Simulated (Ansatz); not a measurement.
## Run report: GeH7OF, single-point calculation

- system: GeH7OF
- method: RKS PBE0-D4/def2-TZVPP (Ansatz 0.2.0)

The geometry is the product side of a reaction. The reaction was set up to form Ge1–F7, H6–O9 and H2–H8 and to break Ge1–H2, H6–F7 and H8–O9 (atoms counted from 1 in the order of the input); sticks are drawn by distance alone. The geometry comes from this level: PBE0-D4/def2-TZVP.

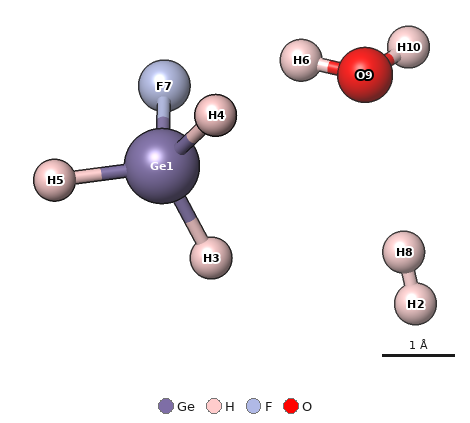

The structure as given in the input (ball-and-stick view, seen at a tilt; atoms are numbered from 1 in the order of the input). Sticks mark near contacts. Bond lengths as drawn: F–Ge 1.76 Å, Ge–H 1.53 Å, H–H 0.75 Å and H–O 0.96 Å.

### Input
```yaml
crystal:
  periodic: [false, false, false]
  atoms:
    - {symbol: Ge, position_ang: [-1.143275, -1.027794, -0.850096]}
    - {symbol: H, position_ang: [3.027233, 0.180861, -0.154911]}
    - {symbol: H, position_ang: [0.313194, -1.039480, -1.315693]}
    - {symbol: H, position_ang: [-1.361366, -1.694220, 0.508725]}
    - {symbol: H, position_ang: [-2.117627, -1.528123, -1.923318]}
    - {symbol: H, position_ang: [-0.406874, 1.291165, 0.824551]}
    - {symbol: F, position_ang: [-1.563735, 0.666320, -0.628281]}
    - {symbol: H, position_ang: [2.394977, 0.340418, 0.213383]}
    - {symbol: O, position_ang: [0.276548, 1.007337, 1.443155]}
    - {symbol: H, position_ang: [0.580826, 1.803415, 1.882488]}
basis:
  gaussian: {orbitals: def2-TZVPP}
hamiltonian: {xc: pbe0, dispersion: d4}
output: {orbitals: {seedname: orbitals}}
```

Machine: 4 threads of Arm Neoverse V2, 23 GiB of memory available, shared host.

Launched with:
```bash
ansatz run in.yaml --threads 4 --pin off --events-out ev --progress --plain --max-ram 9574MiB
```

### The program's output
```
Functional definition: PBE0
  name "PBE0"
  cite "Adamo & Barone, J. Chem. Phys. 110, 6158 (1999) doi:10.1063/1.478522"
  cite "Perdew, Burke & Ernzerhof, Phys. Rev. Lett. 77, 3865 (1996) doi:10.1103/PhysRevLett.77.3865"
  parent pbe
  parameter a = 0.25
  parameter kappa = 0.804
  parameter beta = 0.06672455060314922
  exchange = (1 - a)*pbe_x(kappa = kappa, mu = beta*pi^2/3) + a*exact_x
  correlation = pbe_c(beta = beta)
1121 factors; their error is unknown
mean field evaluation 1: about -61380.9164 eV, gradient 6.0e1 eV
mean field evaluation 2: about -61373.4394 eV, gradient 9.2e1 eV
mean field evaluation 4: about -61386.1897 eV, gradient 4.0e0 eV
mean field evaluation 8: about -61386.2099 eV, gradient 2.3e-2 eV
mean field evaluation 16: about -61386.4957 eV, gradient 2.1e-5 eV
mean field -61386.49571086 eV, -2255.9121081130 hartree, gradient 2.1e-5 eV, S^2 0.000000; 0 other end points of the search recorded, 0 dependent functions left out
reference -61386.49574299 eV, -2255.9121092935 hartree; 28, 28 occupied and 180, 180 virtual orbitals, 1121 factors
Total energy: -61386.58791236 eV, -2255.9154964554 hartree
```

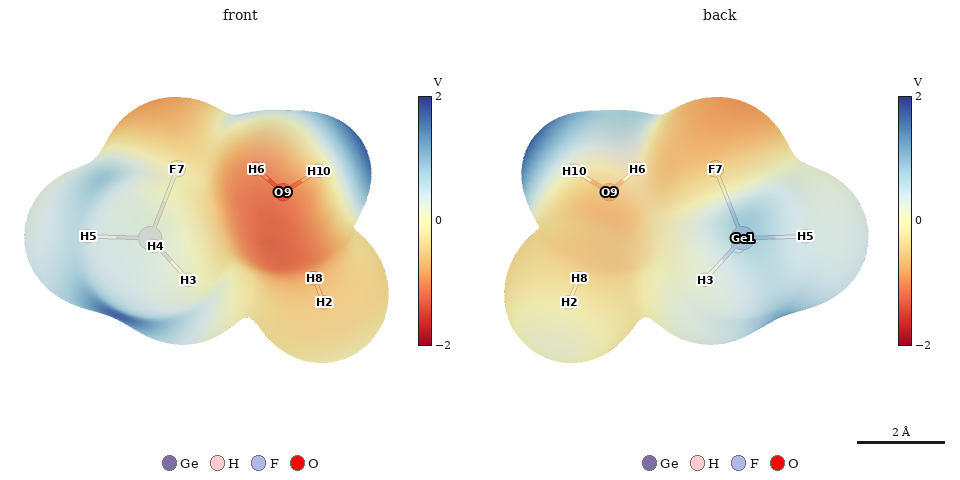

The electrostatic potential painted on the density surface at 0.001 e/bohr³, seen at a tilt and from behind; red is negative and blue positive.

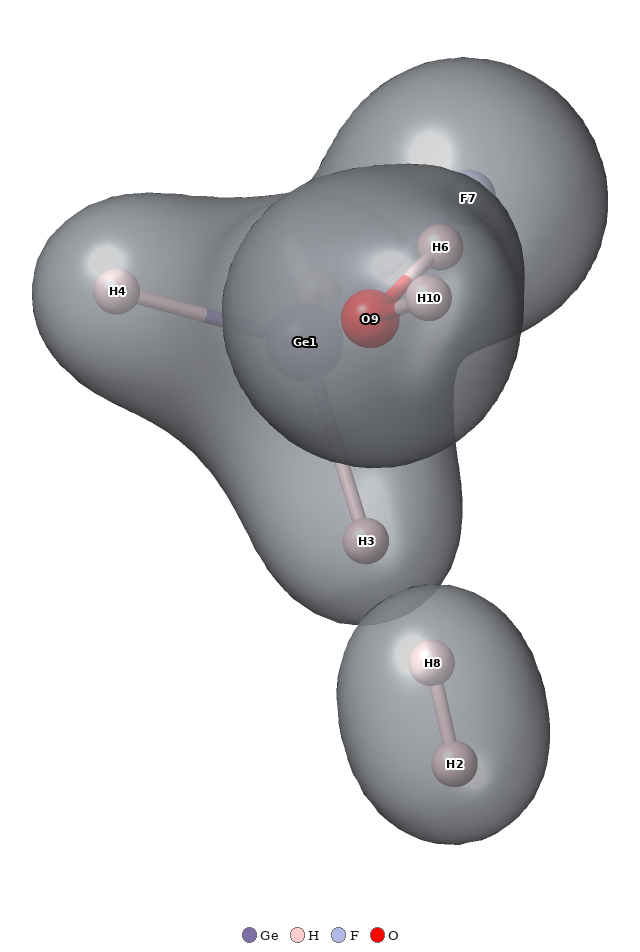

Isosurface of the total electron density at 0.2 e/Å³ (grey), seen at an oblique angle. At this value the surface falls into three separate pieces. It is pinched off along the F···H (1.96 Å) contacts. On the grid the lowest density along these lines, outside the cores, is 0.14 e/Å³ (F···H, 1.96 Å), 0.89 e/Å³ (Ge–F, 1.76 Å), 1.8 e/Å³ (H–H, 0.75 Å) and 2.5 e/Å³ (O–H, 0.96 Å).

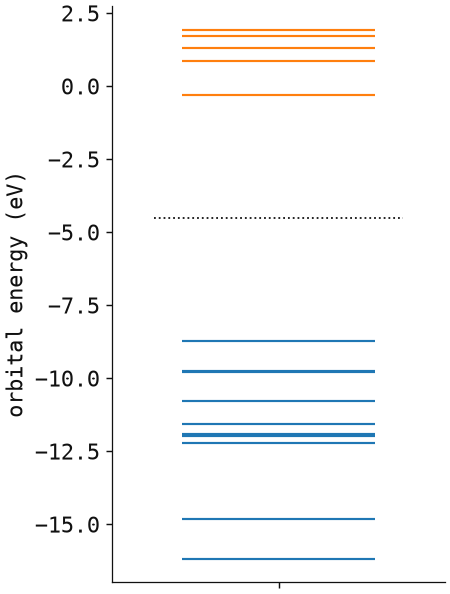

Orbital energies near the frontier; the dotted line parts filled from empty levels, and levels within 0.02 eV of each other stand side by side. Highest filled −8.73 eV, lowest empty −0.28 eV, 8.45 eV apart.

### Summary

```json
{"quantity": "outcome", "value": "converged"}
{"quantity": "total energy", "value": "−61386.5879 eV"}
{"quantity": "mean-field energy", "value": "−61386.4957 eV"}
{"quantity": "dispersion energy", "value": "−0.0922 eV"}
{"quantity": "SCF solution under orbital rotations", "value": "stable"}
{"quantity": "HOMO", "value": "−8.73 eV"}
{"quantity": "LUMO", "value": "−0.28 eV"}
{"quantity": "wall time", "value": "1.5 s (CPU time 5.5 s)"}
{"quantity": "peak memory", "value": "0.44 GiB"}
```
